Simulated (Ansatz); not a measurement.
## Two runs on C2H6OSSi

System: C2H6OSSi.
Method of run A: RKS SPW92 (LDA)/def2-TZVPP (Ansatz 0.2.0).

The geometry comes from this level: PBE0-D4/def2-TZVP. Text and figures count atoms from 1; the logs count them from 0 in places.

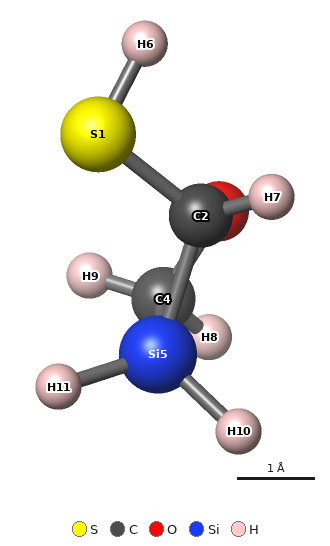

Fig. 1: The structure (ball-and-stick view, seen at an oblique angle; atoms are numbered from 1 in the order of the input). Bond lengths as drawn: C–H 1.09 Å, C–O 1.43 to 1.45 Å, C–S 1.81 Å, C–Si 1.89 to 1.90 Å, H–S 1.35 Å and H–Si 1.49 Å.

**Input, run A**
```yaml
crystal:
  periodic: [false, false, false]
  atoms:
    - {symbol: S, position_ang: [-0.195094, 2.210253, 0.266003]}
    - {symbol: C, position_ang: [-0.496797, 0.612561, -0.517859]}
    - {symbol: O, position_ang: [-1.144562, -0.355494, 0.315386]}
    - {symbol: C, position_ang: [-0.055031, -1.156155, 0.830090]}
    - {symbol: Si, position_ang: [1.064639, -0.472918, -0.531707]}
    - {symbol: H, position_ang: [-1.477567, 2.608259, 0.344533]}
    - {symbol: H, position_ang: [-1.079481, 0.756095, -1.427344]}
    - {symbol: H, position_ang: [-0.332757, -2.211048, 0.823303]}
    - {symbol: H, position_ang: [0.204299, -0.857682, 1.851094]}
    - {symbol: H, position_ang: [1.202763, -1.334892, -1.733941]}
    - {symbol: H, position_ang: [2.374988, 0.144019, -0.198856]}
basis:
  gaussian: {orbitals: def2-TZVPP}
hamiltonian: {xc: lda}
output: {orbitals: {seedname: orbitals}}
```

Hardware: 4 CPU threads, shared host.

**Output (run A)**
```
Functional definition: SPW92
  exchange = slater_x
  correlation = pw_c
1437 factors; their error is unknown
mean field evaluation 1: about -22818.0355 eV, gradient 6.9e1 eV
mean field evaluation 2: about -22730.7278 eV, gradient 1.9e2 eV
mean field evaluation 4: about -22828.4578 eV, gradient 2.2e1 eV
mean field evaluation 8: about -22829.2491 eV, gradient 2.0e-1 eV
mean field evaluation 16: about -22829.2099 eV, gradient 3.9e-4 eV
mean field -22829.20985675 eV, -838.9579880415 hartree, gradient 8.3e-5 eV, S^2 0.000000; 0 other end points of the search recorded, 0 dependent functions left out
reference -22829.20989707 eV, -838.9579895232 hartree; 28, 28 occupied and 233, 233 virtual orbitals, 1437 factors
Total energy: -22829.20989707 eV, -838.9579895232 hartree
```

Run B used a changed input.

**The two runs side by side**

```tsv
quantity	run A	run B
outcome	converged	converged
total energy (hartree)	−838.957990	−842.465410
HOMO (eV)	−5.97	−9.88
LUMO (eV)	−1.41	1.80
basis functions	261	261
wall time (shared host)	0.9 s	1.9 s
```

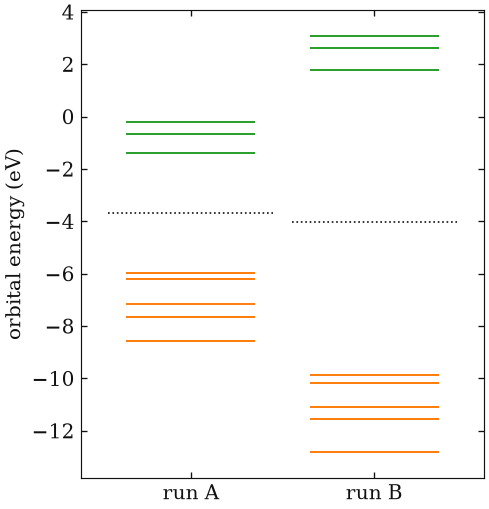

Fig. 2: The five highest filled and three lowest empty orbital energies of the two runs; the dotted lines part filled from empty levels. The HOMO–LUMO gap is 4.56 eV in run A and 11.67 eV in run B.

What was changed in the input?

The change (lines with − go, lines with + come):
```diff
-hamiltonian: {xc: lda}
+hamiltonian: {xc: {name: LC-wPBE}}
```

The total energies belong to different methods, so their difference says nothing on which is more stable or more accurate. The HOMO goes from −5.97 to −9.88 eV. The LUMO goes from −1.41 to 1.80 eV.

**Output (run B)**
```
Functional definition: LC-wPBE
  parameter omega = 0.4/bohr
  exchange = pbe_x_sr(omega) + exact_x_lr(omega)
  correlation = pbe_c
1437 factors; their error is unknown
446 factors; integrals over basis functions are off by at most 2.5e-5 eV
mean field evaluation 1: about -22921.2903 eV, gradient 4.0e1 eV
mean field evaluation 2: about -22921.7155 eV, gradient 4.1e1 eV
mean field evaluation 4: about -22924.6744 eV, gradient 2.5e0 eV
mean field evaluation 8: about -22924.6888 eV, gradient 5.8e-2 eV
mean field evaluation 16: about -22924.6517 eV, gradient 8.9e-5 eV
mean field -22924.65167095 eV, -842.4654100204 hartree, gradient 2.7e-5 eV, S^2 0.000000; 0 other end points of the search recorded, 0 dependent functions left out
reference -22924.65167096 eV, -842.4654100207 hartree; 28, 28 occupied and 233, 233 virtual orbitals, 1437 factors
Total energy: -22924.65167096 eV, -842.4654100207 hartree
```
